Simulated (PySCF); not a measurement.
SMILES [CH3][In]([F])[CH2]C (C3H8FIn), CAM-B3LYP/def2-SVP optimised geometry. Atoms within 1.6 Å of the plane z = 0.8 Å (x, y, z in Å): In1 (-0.19, -0.70, 0.00), F2 (1.79, -0.70, 0.00), C3 (-0.91, -2.72, -0.02), H4 (-1.20, -3.01, 1.00), H5 (-0.11, -3.38, -0.36), H6 (-1.79, -2.83, -0.67), C7 (-0.84, 1.36, 0.00), C8 (0.27, 2.34, 0.38), H9 (-1.71, 1.45, 0.67), H11 (1.15, 2.24, -0.28), H12 (0.62, 2.18, 1.41), H13 (-0.08, 3.38, 0.32).

Calculation: CAM-B3LYP/def2-TZVP, def2 effective core potentials past Kr run with PySCF. The core electrons that the potentials of In replace are not part of the density.

Map of the electron localisation function on the plane z = 0.8 Å:

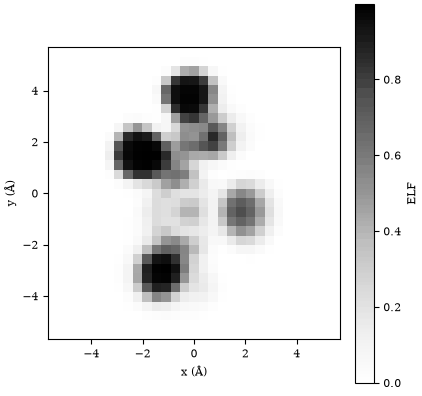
Fig. 1. Electron localisation function on the plane z = 0.8 Å.
